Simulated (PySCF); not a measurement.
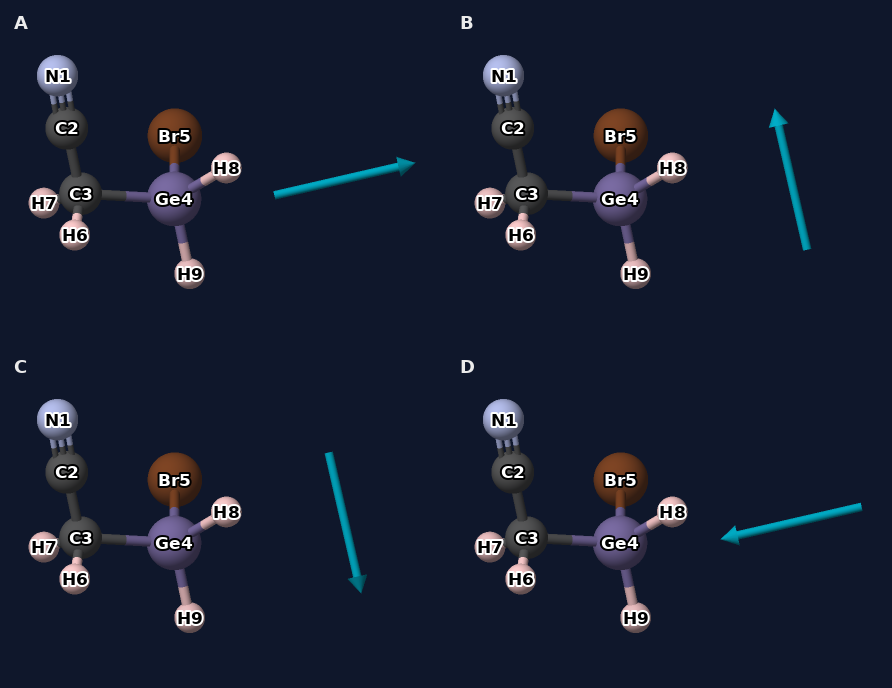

The same molecule four times, each with an arrow. Computed geometry: PBE0-D3(BJ)/def2-SVP optimisation. No frequency run is at hand to confirm it as a minimum. Properties computed with PBE0/STO-3G, gas phase (PySCF 2.14.0).

Question: Which arrow points along the dipole moment, from the negative to the positive end?

Answer: C. The dipole moment is 3.88 D; it points from the side of N1 to the side of H9 (the outermost atoms at the two ends).
